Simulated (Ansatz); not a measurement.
# TiB2 under a change: Ti → Ca

The reference is TiB₂ (space group P6/mmm, No. 191; a = 3.032 Å, c = 3.224 Å).

One thing is altered: full substitution Ti → Ca, then cell and atoms are relaxed.

Computed with Ansatz (a quantum-chemistry and plane-wave program), PBE, PAW, cutoff 420 eV, no spin-orbit coupling, earlier PAW set. Γ-centred 17×17×12 mesh, Fermi–Dirac width 0.05 eV, for the changed cell.

Volume per atom: 12.18 Å³ (base 8.56 Å³)
Density: 2.80 g/cm³ (base 4.50 g/cm³)
Lattice parameter a: 322.0 pm (base 303.2 pm)
c/a ratio: 1.264 (base 1.063)
Shortest interatomic distance: 185.9 pm (base 175.0 pm)
Band gap: zero (base zero)

Final structure:

```
CaB2
1.0
    3.21975     0.00000     0.00000
   -1.60988     2.78839     0.00000
    0.00000     0.00000     4.06967
Ca B
1 2
Direct
  0.00000   0.00000   0.00000
  0.33333   0.66667   0.50000
  0.66667   0.33333   0.50000
```

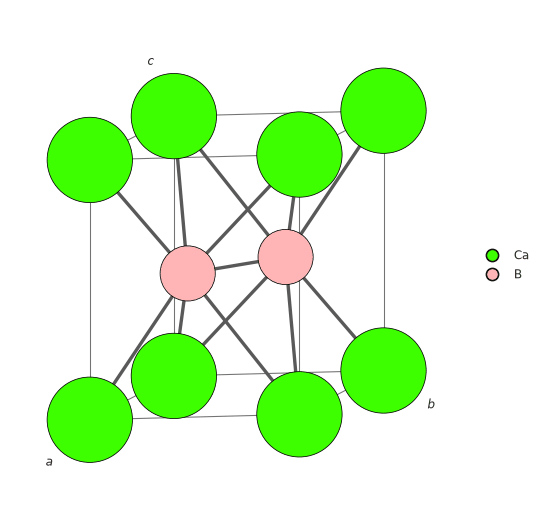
Fig. 1. The relaxed conventional cell after the change

No phonon test of stability was made. For CaB2 in this form, whether it has been made was not checked. All final runs are without spin polarisation.
